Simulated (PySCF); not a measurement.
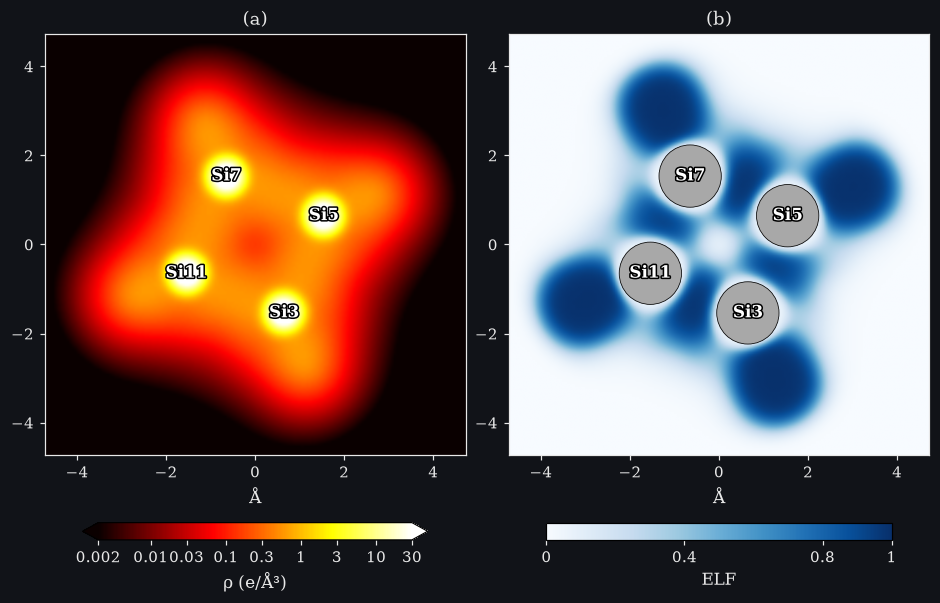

Figure 1: H6Si6 (Si6H6 prismane). (a) electron density; (b) ELF on the plane of atoms Si5, Si3 and Si11. Grey discs cover the atomic cores in the ELF map.

Geometry: PBE0-D3(BJ)/def2-SVP.

All numbers below come from PySCF 2.14.0, PBE0/pcSseg-1, SCF density, gas phase, non-relativistic.

Input file:

```
{"job": {"kind": "nmr", "xc": "PBE0", "basis": "pcSseg-1"}, "charge": 0, "multiplicity": 1}
Si    -1.513341     0.730191    -0.623023
H     -2.774377     1.342495    -1.146415
Si    -0.827453    -1.522947    -0.494105
H     -1.536296    -2.778289    -0.896151
Si     0.435985     0.023465    -1.749315
H      0.806969     0.038006    -3.198958
Si     1.723649     0.520313     0.170121
H      3.148822     0.957858     0.298027
Si    -0.224595     1.230854     1.294912
H     -0.407718     2.263587     2.362351
Si     0.458747    -1.023850     1.425523
H      0.825080    -1.864453     2.608035
```

Launched as:

```sh
OMP_NUM_THREADS=1 python probes_run.py task.json out
```

Question: Interpret the plot.

Answer:
- The section cuts through Si sites.
- Si–Si (2.36 Å): the density is about 0.55 e/Å³ at the midpoint; the ELF peaks at about 0.90 between the atoms; a shared electron pair.
